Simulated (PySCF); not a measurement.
**C$_{2}$H$_{6}$NSi$_{2}$ (SMILES N#C[SiH2][CH][SiH3]) (doublet): density, localisation and related maps**

| atom | x (Å) | y (Å) | z (Å) |
| --- | --- | --- | --- |
| N | 2.9114 | 1.0846 | -0.1696 |
| C | 2.1797 | 0.2063 | -0.1015 |
| Si | 0.9576 | -1.2097 | 0.0199 |
| C | -0.6413 | -0.4457 | 0.5662 |
| Si | -1.5132 | 1.0071 | -0.2177 |
| H | 0.9023 | -1.7795 | -1.3315 |
| H | 1.5146 | -2.1556 | 0.9905 |
| H | -1.0888 | -0.8515 | 1.4642 |
| H | -0.9655 | 2.2574 | 0.3207 |
| H | -2.9421 | 0.9256 | 0.0996 |
| H | -1.3092 | 0.9637 | -1.6669 |

Geometry: GFN2-xTB.

Method: UKS B3LYP, pcH-1 on C H N Si, non-relativistic, mean-field spin-orbit, GIAO in PySCF 2.14.0, density-fitted response routines.

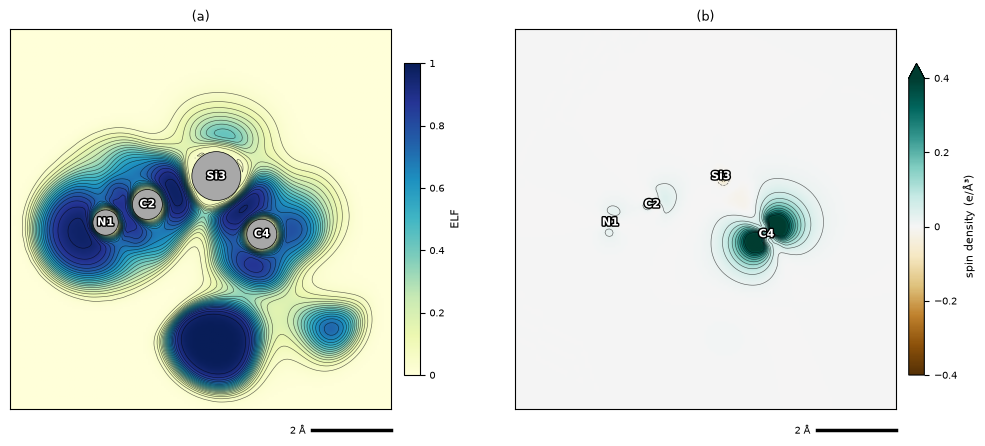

Figure 1. (a) electron localisation function; (b) spin density (α minus β) on the plane of atoms C2, Si3 and C4. Grey discs cover the atomic cores in the ELF map.

Question: Describe what can be read from this map.

Answer: The plane passes through N, C and Si nuclei.
C–N (1.15 Å): the ELF peaks at about 0.85 between the atoms: a short, multiple covalent bond.
C–Si (1.85 Å): the ELF peaks at about 0.95 between the atoms (localised, covalent bonding).
The ELF also peaks beside N1, away from the bonds: non-bonding electrons, paired or unpaired.
The unpaired spin (1 electron) lies mostly on C4 (about 0.7), in electrons by Hirshfeld's partition.

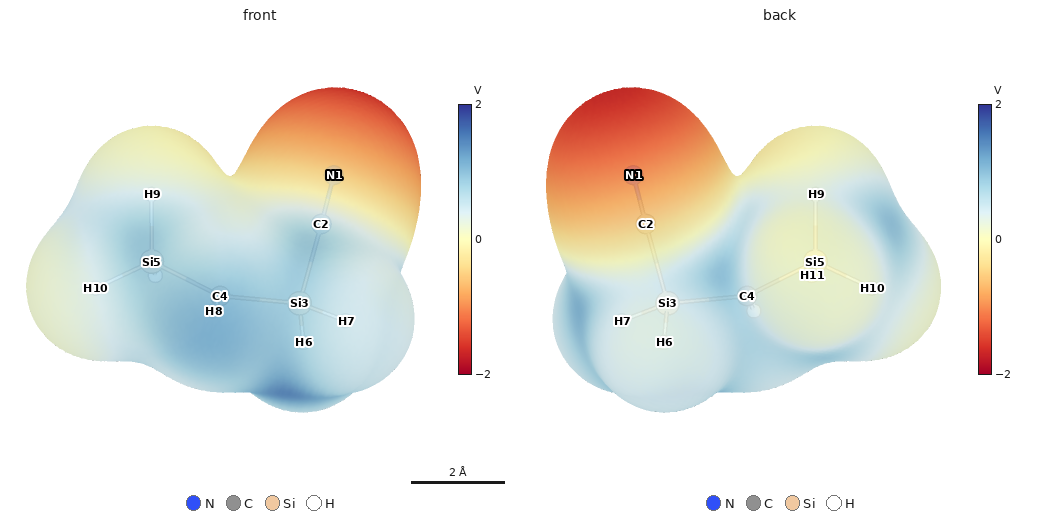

Figure 2. The molecular electrostatic potential painted on the density surface at 0.001 e/bohr³, seen from the front and from behind; the colour scale runs from red (negative) to blue (positive).

Question: Describe the electrostatic potential map.

Answer: The most negative region (about −1.6 V) lies over N1, the most positive (about +1.4 V) over Si3. N1 is the likeliest acceptor of a hydrogen bond.
